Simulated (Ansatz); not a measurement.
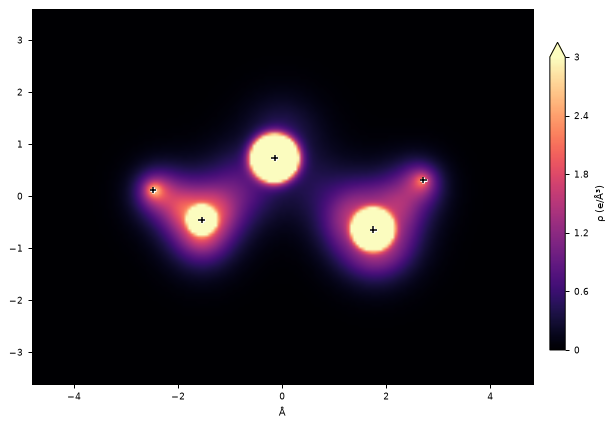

The total electron density on a plane through atoms (crosses mark nuclei in the plane).

Computed with Ansatz, isolated molecule in a Gaussian basis; Kohn-Sham density functional theory, functional PBE0.

Candidates:
A. B2FH2 (SMILES [BH2-]=BF) (charge −1)
B. CH7SSi (SMILES C[SiH2][SH2+]) (charge +1)
C. C2H2GaN (SMILES C=C=[N][Ga])

### Which system is this?

Candidate B: CH7SSi on the plane of atoms Si3, C1 and H5, which holds C, S, Si and H. C–Si (1.84 Å): the density is about 1 e/Å³ at the midpoint. Si–S (2.35 Å): ρ is about 0.58 e/Å³ halfway, with its minimum of 0.44 e/Å³ about 0.8 Å from Si.
